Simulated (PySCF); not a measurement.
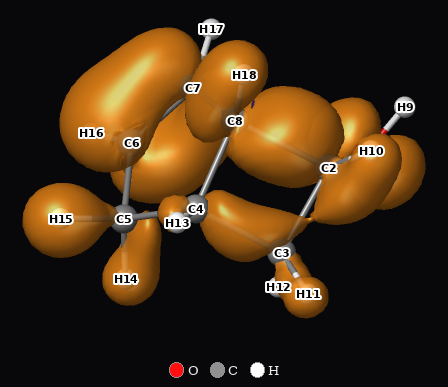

*C₇H₁₀O (charge +1, doublet). Isosurfaces of the spin density at +0.015 (orange) and −0.015 e/Å³ (purple), seen at an oblique angle.*

Geometry: GFN2-xTB.

Computed with PySCF, UKS B3LYP, pcH-1 on C H O, non-relativistic, mean-field spin-orbit, GIAO.

| atom | x (Å) | y (Å) | z (Å) |
| --- | --- | --- | --- |
| O | -1.6518 | -0.8153 | -1.4246 |
| C | -1.5579 | -0.1086 | -0.2809 |
| C | -0.8254 | 1.2184 | -0.3996 |
| C | 0.2193 | 0.8504 | 0.6913 |
| C | 1.6431 | 0.6804 | 0.1757 |
| C | 1.7573 | -0.7523 | -0.1497 |
| C | 0.6439 | -1.4435 | 0.2035 |
| C | -0.3561 | -0.5622 | 0.7825 |
| H | -2.2751 | -1.5540 | -1.3812 |
| H | -2.4815 | -0.0747 | 0.3032 |
| H | -1.4353 | 2.0818 | -0.1471 |
| H | -0.3926 | 1.3378 | -1.3901 |
| H | 0.1387 | 1.4693 | 1.5805 |
| H | 1.8914 | 1.3209 | -0.6760 |
| H | 2.3802 | 0.9455 | 0.9452 |
| H | 2.6423 | -1.1806 | -0.5882 |
| H | 0.4860 | -2.4970 | 0.0500 |
| H | -0.8352 | -0.9097 | 1.6938 |

> Which atoms carry the spin?

The unpaired spin (1 electron) lies mostly on C6 (about 0.2), C7 (about 0.1), C2 (about 0.1), C8 (about 0.1) and O1 (about 0.1), in electrons by Hirshfeld's partition.
